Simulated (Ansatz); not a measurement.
# Calculations on GaSiNH$_{8}$

### Relaxation

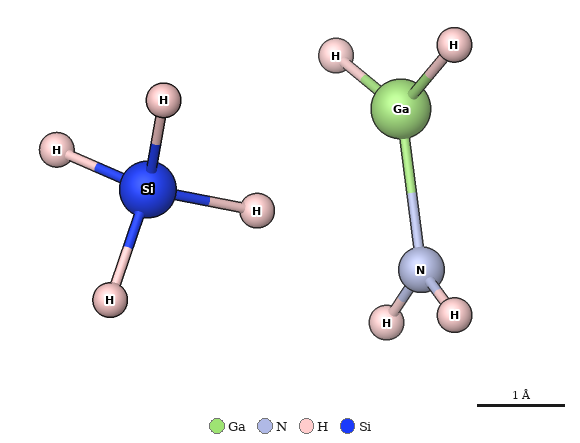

Starting structure of GaSiNH$_{8}$. A ball-and-stick model, seen at a tilt.

The run prepares an end point of a later path (reaction) calculation, from a guessed geometry.

Method: RKS PBE0-D4/def2-SVP (Ansatz).

The input:
```yaml
crystal:
  periodic: [false, false, false]
  atoms:
    - { symbol: Ga, position_ang: [0.042975, -0.348044, 0.17481] }
    - { symbol: "N", position_ang: [0.05826, -0.58704, 2.042518] }
    - { symbol: H, position_ang: [-0.775016, -0.689806, 2.610858] }
    - { symbol: H, position_ang: [0.877744, -0.438142, 2.617638] }
    - { symbol: H, position_ang: [1.43383, -0.099998, -0.490795] }
    - { symbol: H, position_ang: [-1.348531, -0.468752, -0.523646] }
    - { symbol: Si, position_ang: [-0.390641, 3.025755, 1.138074] }
    - { symbol: H, position_ang: [-1.758536, 3.308911, 0.606572] }
    - { symbol: H, position_ang: [-0.214894, 3.739177, 2.445491] }
    - { symbol: H, position_ang: [0.624055, 3.533102, 0.164656] }
    - { symbol: H, position_ang: [-0.217647, 1.574537, 1.372724] }
basis:
  gaussian: { orbitals: def2-SVP }
hamiltonian:
  xc: pbe0
  dispersion: d4
relax:
  f_tol: 0.03
  max_steps: 50
```

Run as
```bash
ansatz run input.yaml --threads 2 --pin off --max-ram 3072MiB --backend cpu --events-out ev --progress --plain --runs-dir out
```

Where does the relaxation end?

After 24 accepted moves (25 points after the start) the energy has fallen by 6.59 kcal/mol. The largest force component goes from 1.4 to 0.014 eV/Å. The line search rejected the trial step at point 19 of the run. The forces were under the threshold at step 17, but the run went on from there. The atom that moves furthest after the best rigid fit is H9 (1.20 Å). By element the largest moves are H 1.20 Å, N 0.67 Å, Ga 0.46 Å, Si 0.35 Å. Some distances before and after: Ga1–H11 2.280 → 2.556 Å, Ga1–N2 1.883 → 1.812 Å, Si7–H11 1.480 → 1.501 Å, Si7–H9 1.500 → 1.493 Å. Among the angles between lasting bonds that change: H5–Ga1–H6 128.0° → 125.7°.

The structure at the end:

```xyz
11

Ga    0.1948   -0.1436    0.5532
N    -0.0225   -1.2484    1.9727
H    -0.9212   -1.5454    2.3320
H     0.7388   -1.5981    2.5417
H     1.6596    0.2056    0.1341
H    -1.1042    0.3110   -0.1951
Si   -0.4496    3.3210    0.9555
H    -1.9367    3.2433    1.0205
H     0.0274    4.5698    1.6197
H     0.0113    3.2879   -0.4615
H     0.1338    2.1467    1.6861
```

After the run, drawn alike:

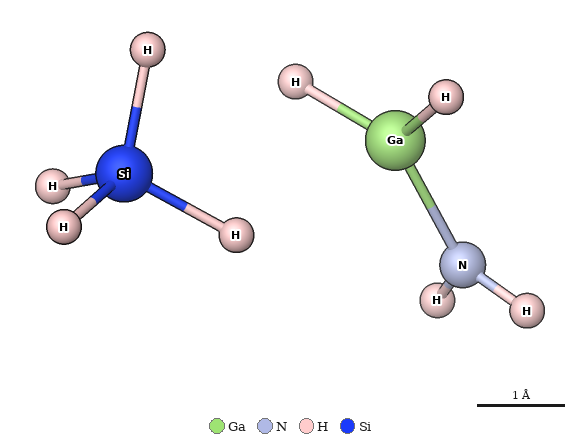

Limits of the set-up: the start holds two separate molecules, 2.3 Å apart at their closest, whose relative position is a soft coordinate.

### Relaxation

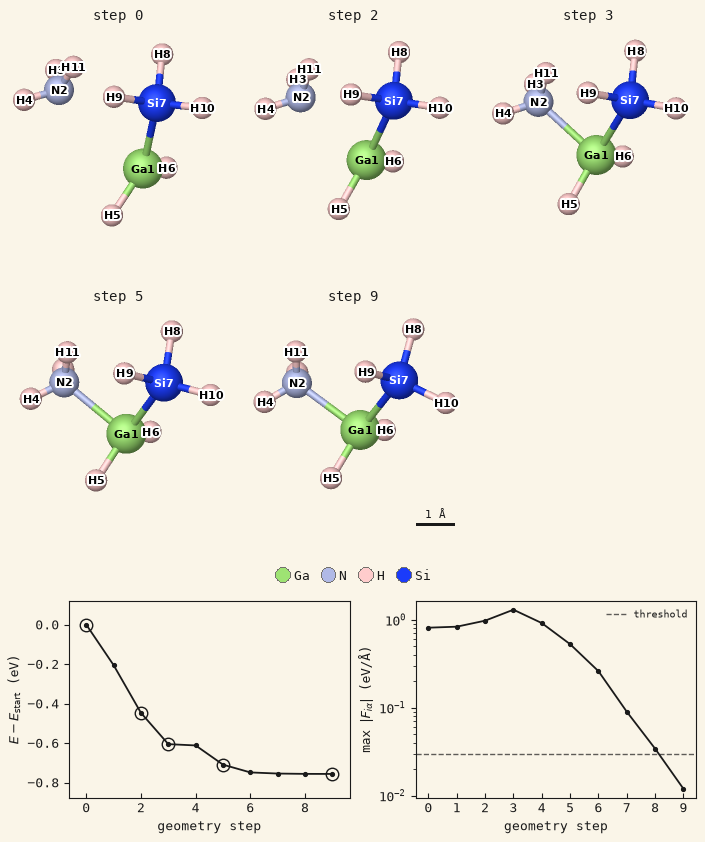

Frames of a relaxation of GaSiNH8, marked on the history of the run. The picture is a ball-and-stick view, seen at a tilt.

The run prepares an end point of a later path (reaction) calculation, from a guessed geometry.

Method: Ansatz 0.2.0, RKS PBE0-D4/def2-SVP. Settings: no spin polarisation; force threshold 0.03 eV/Å; at most 50 steps.

Describe the path.

Answer. Ga1 moves most after the best rigid fit: 0.71 Å. Largest moves by element: Ga 0.71 Å, H 0.68 Å, N 0.37 Å, Si 0.31 Å. Some distances before and after: Ga1–N2 3.110 → 2.167 Å, Ga1–Si7 2.350 → 2.419 Å, N2–H11 1.037 → 1.020 Å, Ga1–H5 1.575 → 1.582 Å. New bonds form, among them: Ga1–N2 (3.11 → 2.17 Å). Bond angles that change, for instance: H5–Ga1–Si7 120.8° → 117.8°. Over 9 geometry steps the energy falls by 0.756 eV. Largest force component: 0.81 eV/Å at the start, 0.012 eV/Å at the end. From step 0 to 2: Ga1 moves most (0.39 Å), energy −0.447 eV. From step 2 to 3: Ga and H atoms move most (0.20 Å), energy −0.158 eV. From step 3 to 5: H11 moves most (0.29 Å), energy −0.104 eV. From step 5 to 9: H atoms move most (0.24 Å), energy −0.047 eV.

| step | E − E(0), eV | largest force component, eV/Å |
| --- | --- | --- |
| 0 | 0.0000 | 0.8147 |
| 1 | -0.2052 | 0.8361 |
| 2 | -0.4469 | 0.9792 |
| 3 | -0.6054 | 1.3051 |
| 4 | -0.6120 | 0.9195 |
| 5 | -0.7093 | 0.5285 |
| 6 | -0.7487 | 0.2604 |
| 7 | -0.7544 | 0.0899 |
| 8 | -0.7561 | 0.0341 |
| 9 | -0.7564 | 0.0119 |

Limits of the set-up: the start holds two separate molecules, 2.4 Å apart at their closest, whose relative position is a soft coordinate.

### Path

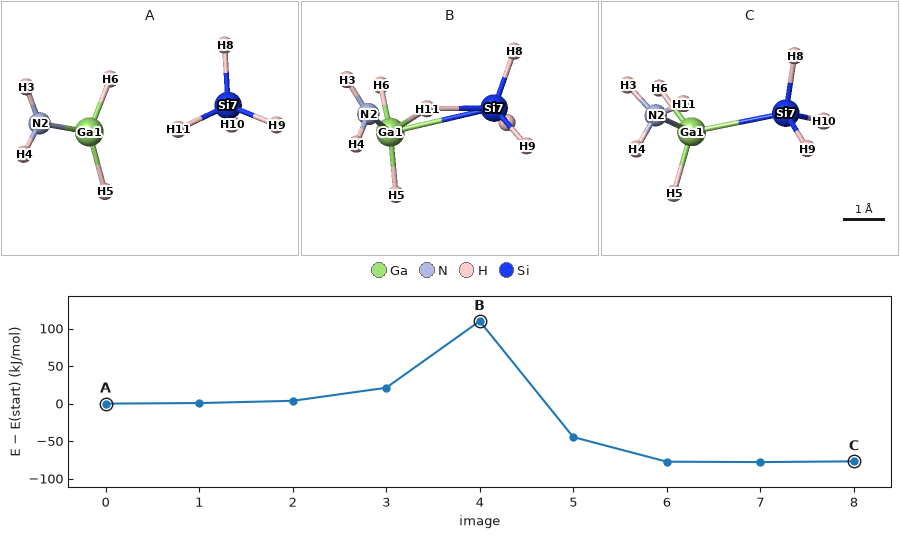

A nudged-elastic-band calculation for GaSiNH$_{8}$, made up at the start of GaNH4 and SiH₄. Images are numbered from 0 (start) to 8 (end). Frames A to C are images 0, 4, 8. The picture is a ball-and-stick view, seen from a free direction.

Method: RKS PBE0-D4/def2-SVP (Ansatz 0.2.0). Settings: 7 movable images; climbing image; force threshold 0.05 eV/Å; iteration limit 49; starting path through a guess of the saddle point.

### Describe the mechanism and the energy profile.

Breaking: Si7–H11 (1.50 → 1.81 at the top → 3.30 Å). Forming: Ga1–Si7 (3.55 → 2.76 at the top → 2.42 Å), N2–H11 (3.41 → 1.47 at the top → 1.02 Å). The highest point, image 4, lies 109.8 kJ/mol above the start and 186.7 kJ/mol above the end; the end is at −76.9 kJ/mol relative to the start. Image 7 lies below both ends, at −77.9 kJ/mol, which points to an intermediate minimum that so few images don't resolve. The band converged in 28 iterations, with a climbing image at the top.

Limits of the set-up: the start holds two separate molecules, 2.6 Å apart at their closest, whose relative position is a soft coordinate.

The run took 13 min on 2 threads of AMD EPYC 7R43 64-Core Processor (Zen 3) (shared host), peak memory 0.26 GiB.
